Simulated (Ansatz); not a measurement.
## Br_i (4-fold void) in Rb2BaBr4 (I-42d): charge-transition levels and formation energies

Charge states of Br_i (4-fold void) in Rb2BaBr4 (I-42d), set against the band edges. Model: a cell of 56 host atoms with 1 Br put in.

Main program and level: Ansatz 0.2.0; place-levels on PBEsol runs: charge-transition levels and formation energies with image-charge correction and potential alignment at the atomic sites.

## Step 1: Set-up

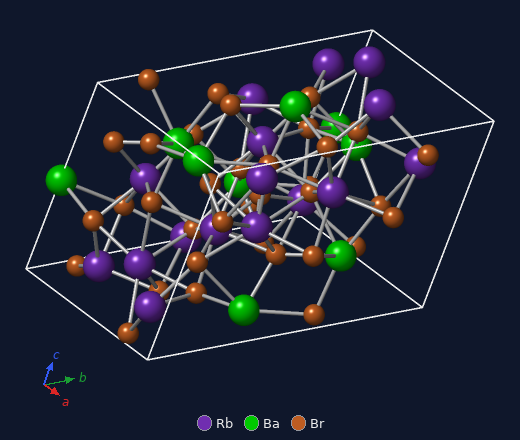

The starting structure, seen slightly off an axis (rubidium purple, barium green, bromine orange). Some periodic images of atoms are drawn too.

The cell holds 57 atoms: 16 Rb, 8 Ba and 33 Br. Cell: a = 14.042 Å, b = 14.042 Å, c = 13.931 Å, α = 60.3°, β = 60.3°, γ = 59.5°. It derives from Rb2BaBr4 (space group I-42d). Nearest the centre at fractional (0.239, 0.251, 0.269): Br57 at 0.00 Å, Rb5 at 2.74 Å, Br37 at 2.77 Å, Br34 at 2.77 Å, Br46 at 2.77 Å, Rb9 at 3.02 Å, Rb14 at 3.05 Å, Br42 at 3.05 Å.

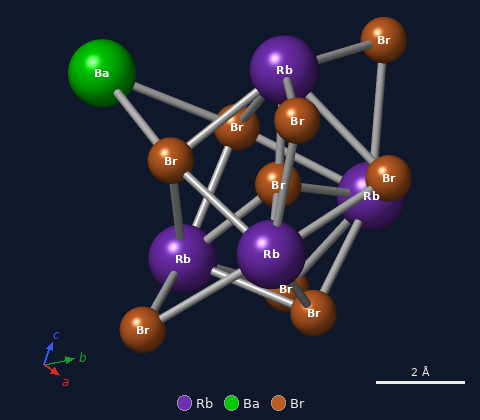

The atoms within 5 Å of the centre.

Known beforehand: the electronic dielectric constant, (3.23, 3.23, 3.20), and the static one, (7.71, 7.71, 9.34), from a response run on this crystal (DFPT, PBEsol) at that run's own cell.

The cell's shortest repeat is 13.9 Å.

## Step 2: What was run first

Levels follow from differences of total energies between charge states, each relaxed by itself.

Each atom starts 0.05 Å or so off its site in a random direction. Forces are taken at one point at (¼, ¼, ¼). The cell holds 1 electron more than the neutral one, with a uniform background that keeps it neutral on the whole.

The sampling was tested on the host first: at the k-points planned (1x1x1 shifted 0.25 0.25 0.25) its energy lies 0.001 eV an atom from the dense-mesh value, under the bound of 0.02 eV set for this test; that bounds the host's error, not the defect's.

One state's input; the others differ in charge, spin, start and seed, and in occupations where the table says so.

Input file qm1.relax/input.yaml:

```yaml
crystal:
  lattice:
    - [0.0, 9.85069233, 10.00714096]
    - [9.85069233, 0.0, 10.00714096]
    - [9.85069233, 9.85069233, 0.0]
  atoms:
    - { symbol: Rb, position: [0.00523679, 0.86976321, 0.88023679] }
    - { symbol: Rb, position: [0.25523679, 0.11976321, 0.13023679] }
[... 2 atom lines left out ...]
    - { symbol: Rb, position: [0.11976321, 0.25523679, 0.49476321] }
[... 3 atom lines left out ...]
    - { symbol: Rb, position: [0.13023679, 0.49476321, 0.11976321] }
[... 4 atom lines left out ...]
    - { symbol: Rb, position: [0.49476321, 0.13023679, 0.25523679] }
[... 2 atom lines left out ...]
    - { symbol: Ba, position: [0.125, 0.625, 0.375] }
    - { symbol: Ba, position: [0.375, 0.875, 0.625] }
[... 1 atom line left out ...]
    - { symbol: Ba, position: [0.875, 0.375, 0.125] }
    - { symbol: Ba, position: [0.0, 0.0, 0.5] }
[... 1 atom line left out ...]
    - { symbol: Ba, position: [0.5, 0.5, 0.0] }
[... 4 atom lines left out ...]
    - { symbol: Br, position: [0.92499158, 0.53471653, 0.3950665] }
[... 2 atom lines left out ...]
    - { symbol: Br, position: [0.53471653, 0.92499158, 0.1452254] }
[... 2 atom lines left out ...]
    - { symbol: Br, position: [0.2702254, 0.0200665, 0.40971653] }
[... 2 atom lines left out ...]
    - { symbol: Br, position: [0.0200665, 0.2702254, 0.29999158] }
[... 4 atom lines left out ...]
    - { symbol: Br, position: [0.40971653, 0.29999158, 0.0200665] }
[... 3 atom lines left out ...]
    - { symbol: Br, position: [0.29999158, 0.40971653, 0.2702254] }
[... 2 atom lines left out ...]
    - { symbol: Br, position: [0.1450665, 0.8952254, 0.28471653] }
    - { symbol: Br, position: [0.3950665, 0.1452254, 0.53471653] }
[... 2 atom lines left out ...]
    - { symbol: Br, position: [0.1452254, 0.3950665, 0.92499158] }
[... 2 atom lines left out ...]
    - { symbol: Br, position: [0.8952254, 0.1450665, 0.67499158] }
    - { symbol: Br, position: [0.238686, 0.251342, 0.269242] }
  host:
    repeats: [1, 1, 1]
    atoms:
      - { symbol: Rb, position: [0.00523679, 0.86976321, 0.88023679] }
      - { symbol: Rb, position: [0.25523679, 0.11976321, 0.13023679] }
      # ... 54 more atoms of the perfect host
total_charge: -1
basis:
  ecutwfc: 420
  xc_grid: 2
hamiltonian:
  xc: pbesol
kpoints:
  mp_grid: { grid: [1, 1, 1], shift: [0.25, 0.25, 0.25] }
scf:
  occupations: { method: fixed }
  max_iter: 60
output:
  forces: true
  charged_corrections:
    epsilon: [3.23, 3.23, 3.2]
    static_epsilon: [7.71, 7.71, 9.34]
    defect_position: [0.238686, 0.251342, 0.269242]
relax:
  f_tol: 0.02
  max_steps: 80
  random_displacement: { amplitude: 0.05, seed: 4198 }
checkpoint:
  write: "../qm1.relax.run"
  compress: false
  write_wavefunctions: true
  write_every: 100000
```

On the command line:

```console
$ ansatz run input.yaml --threads 4 --pin off --max-ram 15073MiB --backend cpu --events-out ev --progress --plain --runs-dir out
```

Defect states can disperse in a cell of this size, so the energy is taken again at a 2×2×2 shifted mesh, on the relaxed structure.

The run of this state that the levels use, under PBEsol:

Input file qm1.point/input.yaml:

```yaml
crystal:
  checkpoint: "../qm1.relax.run"
  host: checkpoint
total_charge: -1
basis:
  ecutwfc: 420
  xc_grid: 2
hamiltonian:
  xc: pbesol
kpoints:
  mp_grid: { grid: [2, 2, 2], shift: [0.5, 0.5, 0.5] }
scf:
  occupations: { method: fermi_dirac, width: 0.01 }
  max_iter: 60
output:
  forces: true
  eigenvalues: true
  charged_corrections:
    epsilon: [3.23, 3.23, 3.2]
    static_epsilon: [7.71, 7.71, 9.34]
    defect_position: [0.238686, 0.251342, 0.269242]
  eigenstates: { localisation: true }
  populations: true
  band_densities: [{ bands: [v1, v1] }, { bands: [c1, c1] }]
  write_density: true
  write_potential: true
  volumetric_format: npy
checkpoint:
  read: "../qm1.relax.run"
  write: "../qm1.point.run"
  compress: false
  write_wavefunctions: false
  write_every: 100000
```

Relaxations under PBEsol at one point at (¼, ¼, ¼); times on 4 threads of Arm Neoverse V1, shared host:

```
charge  moment (μB)  occupations    outcome  steps  largest displacement against the far atoms (Å)     time
    −1            0        fixed  converged      6                                            0.52  2.2 min
     0            1        fixed  converged     15                                            0.52   13 min
    +1            0        fixed  converged     12                                            0.90  4.9 min
```

Single points under PBEsol at a 2×2×2 shifted mesh; times on 4 threads of Arm Neoverse V1, shared host:

```csv
charge,moment (μB),occupations,outcome,time
−1,0,fermi-dirac,converged,3.1 min
0,1,fermi-dirac,converged,6.7 min
+1,0,fermi-dirac,converged,3.1 min
```

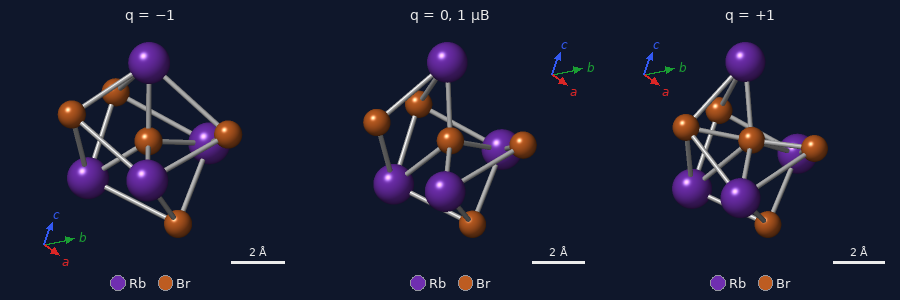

The structures near the centre after relaxation with PBEsol, by charge.

Distances (Å) from Br57 to the nearest atoms after relaxation with PBEsol:

```
charge  moment (μB)       1.       2.       3.       4.       5.       6.
    −1            0  Rb 3.08  Rb 3.08  Rb 3.08  Rb 3.08  Br 3.32  Br 3.32
     0            1  Br 2.91  Br 3.00  Rb 3.07  Rb 3.10  Rb 3.29  Rb 3.39
    +1            0  Br 2.53  Br 2.65  Rb 3.11  Rb 3.13  Rb 3.53  Br 3.55
```

## Step 3: Placing the levels, PBEsol

A charged cell interacts with its images and the background, and its potential has another zero than the host's. place-levels removes the first by a point-charge model, screened by the static dielectric constant since the ions have relaxed around the charge, and the second by comparing potentials at atoms far from the defect.

The host is a run of the defect-free crystal in the same cutoffs, grids and k-points, so that basis and sampling errors cancel in part in the differences. Its band edges come from a run of the primitive cell that searches the zone for them. Chemical potentials are energies per atom of Br (solid Br2 (Cmce)), run with the same functional and cutoff.

Input file levels.point.yaml:

```yaml
host:
  run: host.point.run
  levels_from: { run: edges.point.run }
states: [qm1.point.run, q0_M1.point.run, qp1.point.run]
geometry_from:
  qm1.point.run: qm1.relax.run
  q0_M1.point.run: q0_M1.relax.run
  qp1.point.run: qp1.relax.run
  host.point.run: host.relax.run
chemical_potentials:
  Br:
    energy: -2736.47272
    dataset: "<sha256 of the dataset>"
epsilon: [3.23, 3.23, 3.2]
static_epsilon: [7.71, 7.71, 9.34]
vertical:
  - { from: qm1.point.run, to: qm1.point_neutral.run }
  - { from: qp1.point.run, to: qp1.point_neutral.run }
```

On the command line:

```console
$ ansatz place-levels levels.point.yaml -- --threads 4 --pin off --max-ram 15073MiB
```

Numbers of over 12 decimals in the logs are rounded to 6 here.

What it wrote:

```text
[... repeated set-up lines and file paths are left out, and long positions are rounded to six places ...]
(+1/0) 1.295 eV above the valence edge, 2.966 eV under the conduction edge
(0/-1) 1.628 eV above the valence edge, 2.633 eV under the conduction edge
formation energy of charge +1: +0.040 eV with the Fermi level at the valence edge
formation energy of charge 0: +1.335 eV with the Fermi level at the valence edge
formation energy of charge -1: +2.963 eV with the Fermi level at the valence edge
vertical -1 to 0: no energy, since no alignment is typed
  the change from vertical[0].from (qm1.point.run) to vertical[0].to (qm1.point_neutral.run): by its potential at epsilon [3.23, 3.23, 3.2] it stands at 0.273 0.275 0.275, with an rms radius of about 3.2 Å (1.9 1.9 1.9 Å across the planes of the cell's [...]
vertical +1 to 0: no energy, since no alignment is typed
  the change from vertical[1].from (qp1.point.run) to vertical[1].to (qp1.point_neutral.run): by its potential at epsilon [3.23, 3.23, 3.2] it stands at 0.285 0.294 0.313, with an rms radius of about 3.3 Å (0.0 3.1 1.1 Å across the planes of the cell's [...]
  edges by pbesol of host.levels_from (edges.point.run), its mesh sampled to repeats of 34.31 Å (the valence edge +0.025 eV and the conduction edge -0.221 eV from those of the host's own run), gap 4.260 eV; the host is sampled to repeats of 27.86 Å
  the defect's cells are sampled to repeats of 27.86 Å, like sampling
  charge +1: -188788.9327 eV with its correction of +0.312 eV, at epsilon [7.71, 7.71, 9.34], aligned at sites: +0.1097 eV, mean over 15 atomic sites at or beyond 6.97 Å from the defect at [0.2387, 0.2513, 0.2692], with +0.000000 for the charge's moments and [...]
  charge 0: +0.000 eV for its dipole among its images, +0.000 omitted
  charge -1: -188779.7851 eV with its correction of +0.061 eV, at epsilon [7.71, 7.71, 9.34], aligned at sites: +0.1419 eV, mean over 15 atomic sites at or beyond 6.97 Å from the defect at [0.2387, 0.2513, 0.2692], with +0.009130 for the charge's moments and [...]
  of states[2] (qp1.point.run): it parts from the run at its places by a charge that spreads by about 3.1 Å along one vector (2 Å or more is wide), by its potential at epsilon [3.23, 3.23, 3.2], taken for that of held ions (one typed too small widens it), [...]
  of states[1] (q0_M1.point.run): its displacements don't fall off away from the defect: farther atoms stand 0.074 Å off the host's places. [...]
  of states[0] (qm1.point.run): its displacements don't fall off away from the defect: farther atoms stand 0.063 Å off the host's places. [...]
  of vertical[0].from (qm1.point.run): its displacements don't fall off away from the defect: farther atoms stand 0.063 Å off the host's places. [...]
  of vertical[0].to (qm1.point_neutral.run): its displacements don't fall off away from the defect: farther atoms stand 0.063 Å off the host's places. [...]
  of vertical[1].from (qp1.point.run): its displacements don't fall off away from the defect: farther atoms stand 0.084 Å off the host's places. [...]
  of vertical[1].to (qp1.point_neutral.run): its displacements don't fall off away from the defect: farther atoms stand 0.084 Å off the host's places. [...]
```

Wall time 0.38 s (4 threads of Arm Neoverse V1, shared host).

Under PBEsol the gap is 4.26 eV, (+1/0) 1.29, (0/−1) 1.63 eV.

Levels between the charges placed, in eV above the valence top:

|  | gap (eV) | (+1/0) | (0/−1) |
| --- | --- | --- | --- |
| PBEsol | 4.26 | 1.29 | 1.63 |

Corrections by state:

```
charge  moment (μB)  image terms and alignment (eV)  band filling (eV)                               ε used  over the lowest of its charge, as the program ranks them, band filling apart (eV)
    +1          0.0                           0.312                  -  principal values (7.71, 7.71, 9.34)                                                                              0.000
     0          1.0                           0.000                  -                                    -                                                                              0.000
    −1          0.0                           0.061                  -  principal values (7.71, 7.71, 9.34)                                                                              0.000
```

The charged structures listed were also run neutral, and place-levels reads from each pair, by the potential or the spins, how wide the charge is by which they differ; that can be the carrier of either run.

| charge | rms radius (Å) | spread where it is widest against the cell (Å) | wide from (Å) | reading |
| --- | --- | --- | --- | --- |
| +1 | 3.3 | 3.08 | 1.98 | wide |
| −1 | 3.2 | 1.88 | 1.98 | narrow |

The neutral runs of these pairs need not share the spin of the lowest neutral state, and very wide values only mean spread over the cell.

From the program's caveats on the states, each cut to its opening words:

- charge +1: it parts from the run at its places by a charge that spreads by about 3.1 Å along one vector (2 Å or more is wide), by its potential at epsilon [3.23, 3.23, [...]
- charge +1: its displacements don't fall off away from the defect: farther atoms stand 0.084 Å off the host's places
- charge 0 (1 μB): its displacements don't fall off away from the defect: farther atoms stand 0.074 Å off the host's places
- charge 0 (1 μB): flagged: stability check not made
- charge −1: its displacements don't fall off away from the defect: farther atoms stand 0.063 Å off the host's places

Chemical potentials of the elements' reference phases, run alike. Formation energy by charge state (elemental references; gap 4.26 eV):

| charge | at valence top (eV) | at conduction bottom (eV) | correction included (eV) |
| --- | --- | --- | --- |
| +1 | 0.04 | 4.30 | 0.31 |
| 0 | 1.33 | 1.33 | 0.00 |
| −1 | 2.96 | -1.30 | 0.06 |

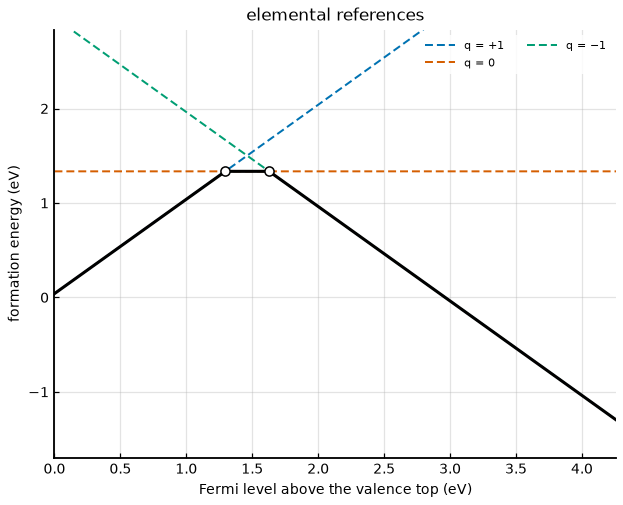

Formation energy against Fermi level; the thick line follows the lowest charge state and circles mark the transition levels.

The charge transition levels (eV, zero at the valence-band top of the host):

```
                    conduction bottom  valence top
Br_i (4-fold void)               4.26         0.00
```

```
                     level  energy (eV)
Br_i (4-fold void)  (+1/0)         1.29
Br_i (4-fold void)  (0/−1)         1.63
```

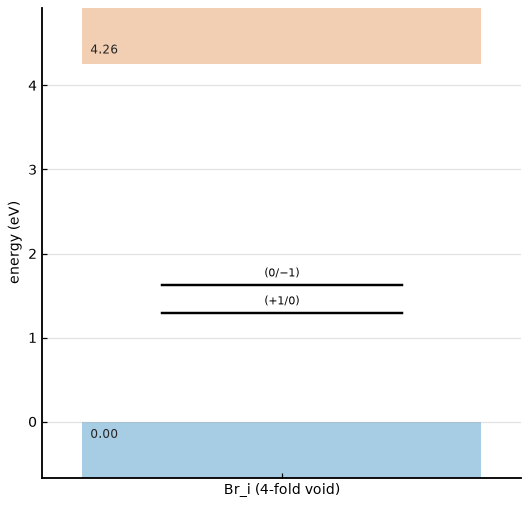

Charge transition levels. Shaded: valence and conduction bands.

(Continued in part 2 of 2.)

[Logs are printed without paths, hosts, clocks, repeated set-up lines and the standing remarks that a program may print on its own settings, such as how far it seeks lower states.]

[Hosts, paths, dates, database ids (printed as entryN), source tags and the programs' standing remarks are cut or masked in the printed files.]

[Where a table of states has a column of steps, it counts the stored structures, which are thinned; the runs took as many ionic steps or more.]

[A defect's name tells the site on which it was built; relaxed atoms can leave that site.]

[For some hosts the program warned that the k-mesh of the response run may be too coarse for force constants and the static dielectric constant; such warnings are not shown here.]
